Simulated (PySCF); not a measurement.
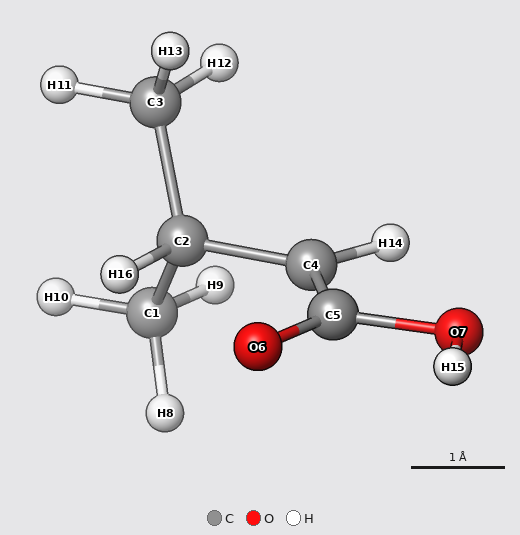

Figure 1. The input geometry (ball-and-stick view, seen at a tilt; atoms are numbered from 1 in the order of the input).

Run report: C5H9O2 (charge −1), NMR shielding calculation

C5H9O2, charge −1, computed with GIAO PBE0/pcSseg-1 NMR shielding, non-relativistic, gas phase (PySCF 2.14.0).

The geometry comes from this level: PBE0-D3(BJ)/ma-def2-SVP. Figures and captions count atoms from 1; the log counts them from 0 in places.

What the program printed
```
coarse grid: 13184 points
cycle   1  E = -345.7096143435  dE =  7.932e-01  |g| = 1.022e+00  |ddm| = 3.439e+00
cycle   2  E = -345.4231871393  dE =  2.864e-01  |g| = 1.594e+00  |ddm| = 2.782e+00
cycle   3  E = -345.9052047870  dE = -4.820e-01  |g| = 3.286e-01  |ddm| = 1.968e+00
cycle   4  E = -345.9267368717  dE = -2.153e-02  |g| = 5.994e-02  |ddm| = 3.322e-01
cycle   5  E = -345.9273161709  dE = -5.793e-04  |g| = 2.197e-02  |ddm| = 5.555e-02
cycle   6  E = -345.9274238249  dE = -1.077e-04  |g| = 4.944e-03  |ddm| = 2.296e-02
cycle   7  E = -345.9274292054  dE = -5.381e-06  |g| = 1.077e-03  |ddm| = 5.335e-03
final grid: 126808 points
cycle   8  E = -345.9909401183  dE = -2.360e-05  |g| = 1.128e-02  |ddm| = 2.559e-02
cycle   9  E = -345.9908949112  dE =  4.521e-05  |g| = 1.878e-02  |ddm| = 2.461e-02
cycle  10  E = -345.9909648079  dE = -6.990e-05  |g| = 2.308e-03  |ddm| = 1.740e-02
cycle  11  E = -345.9909659119  dE = -1.104e-06  |g| = 2.851e-04  |ddm| = 2.092e-03
cycle  12  E = -345.9909659216  dE = -9.751e-09  |g| = 1.694e-04  |ddm| = 3.054e-04
cycle  13  E = -345.9909659270  dE = -5.398e-09  |g| = 2.379e-05  |ddm| = 1.285e-04
cycle  14  E = -345.9909659271  dE = -1.025e-10  |g| = 1.151e-05  |ddm| = 3.436e-05
```

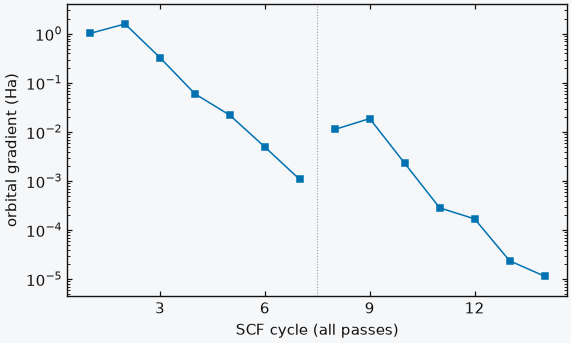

Figure 2. Convergence of the self-consistent field: orbital gradient against the SCF cycle. The dotted line marks the change from a coarse to the final integration grid. The first 7 cycles use a coarse grid, the final grid takes over at cycle 8, and the field converges after 14 cycles in all.

```
converged SCF energy = -345.9909659271

GIAO shielding tensors (ppm)
atom      isotropic    diamagn.    paramagn.     s11        s22        s33       span
  0 C      153.985     247.116     -93.132    130.897    148.162    182.895     51.998
  1 C      154.516     241.378     -86.862    143.516    155.879    164.152     20.635
  2 C      153.842     247.121     -93.279    131.315    147.549    182.660     51.345
  3 C      131.854     252.903    -121.049     92.437    133.053    170.072     77.635
  4 C       15.851     247.166    -231.315    -83.130     61.030     69.652    152.782
  5 O       81.970     407.084    -325.114    -14.175     30.089    229.997    244.171
  6 O      156.410     389.399    -232.990     60.719    112.066    296.444    235.725
  7 H       30.333      30.570      -0.236     26.875     28.487     35.637      8.762
  8 H       30.845      31.028      -0.183     28.351     29.245     34.940      6.590
  9 H       30.362      30.628      -0.267     25.803     28.092     37.190     11.387
 10 H       30.356      30.572      -0.217     25.773     28.053     37.241     11.469
 11 H       30.900      30.957      -0.057     28.454     29.271     34.975      6.522
 12 H       30.305      30.510      -0.205     26.813     28.576     35.526      8.714
 13 H       29.496      33.741      -4.245     25.826     29.104     33.559      7.733
 14 H       29.927      32.152      -2.225     26.523     26.607     36.650     10.127
 15 H       28.550      31.967      -3.417     25.945     27.213     32.492      6.547
```

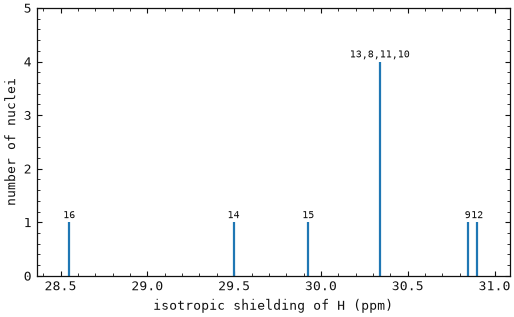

Figure 3. Isotropic shieldings of the hydrogen nuclei in this fixed geometry, labelled by atom number; shielding grows to the right, so chemical shift grows to the left. The least shielded is H16 (28.5 ppm), the most shielded H12 (30.9 ppm).

This output came from the following input.

Input
```
{"job": {"kind": "nmr", "xc": "PBE0", "basis": "pcSseg-1", "pop": false}, "charge": -1, "multiplicity": 1}
C     -1.676066     0.701077    -0.414052
C     -0.582903    -0.216012     0.150878
C     -0.895255    -0.553293     1.616015
C      0.793724     0.341196    -0.037940
C      1.756833    -0.337466    -0.760155
O      1.694710    -1.446387    -1.348985
O      3.002004     0.312985    -0.853938
H     -1.498703     0.892592    -1.483831
H     -1.665140     1.679033     0.100978
H     -2.691556     0.274834    -0.297705
H     -1.907654    -0.982792     1.749381
H     -0.831976     0.354672     2.242917
H     -0.157666    -1.271991     2.005531
H      1.047086     1.310534     0.405371
H      3.504174    -0.318181    -1.383490
H     -0.607751    -1.161370    -0.420764
```

The first line tells a small driver script what to run in PySCF; the rest is the geometry in Å.

Launched with:
```bash
OMP_NUM_THREADS=1 python <driver script> task.json out
```

Key numbers

- outcome: converged
- total energy: −345.990966 hartree
- HOMO: 0.38 eV
- LUMO: 5.34 eV
- isotropic shielding, C: 15.9 to 154.5 ppm
- isotropic shielding, O: 82.0 to 156.4 ppm
- isotropic shielding, H: 28.5 to 30.9 ppm
- hardware: 1 CPU thread, shared host
- wall time: 9 s
- peak memory: 1 GiB

Notes

The highest filled orbital lies above zero: either the extra electron isn't bound at this level, or the self-interaction error of the functional lifts the level.
